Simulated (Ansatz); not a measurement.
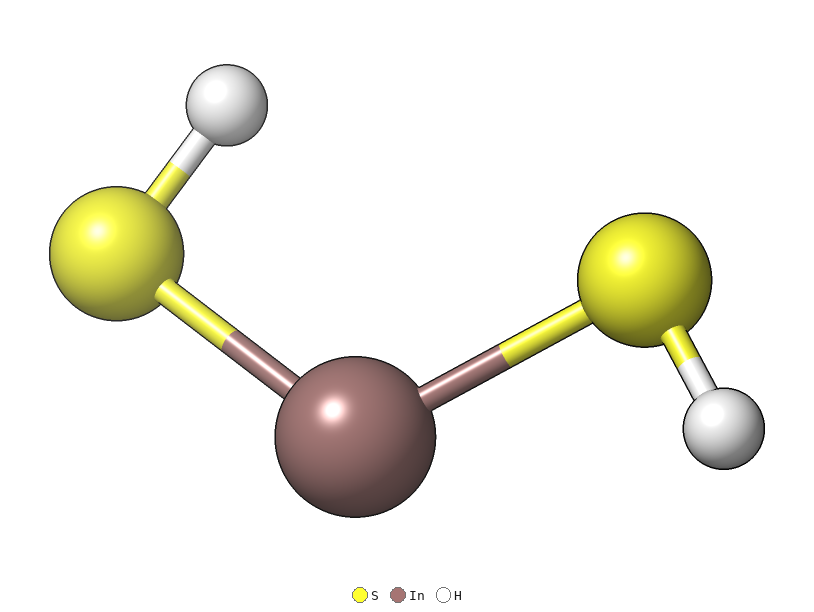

A ball-and-stick model of a molecule. Every bond is drawn as one stick, whatever its order.

The species is neutral and a spin doublet. Computed geometry: PBE0-D4/def2-TZVP optimisation. No frequency run is at hand to confirm it as a minimum.

Identify the structure.

It has 5 atoms: 2 hydrogen, 1 indium and 2 sulfur (H2InS2). Its SMILES string is `[SH][In][SH]`. This geometry has Cs symmetry. It is an open-shell species. All atoms lie on one plane. Coordination: 2 S bent; 1 In bent.
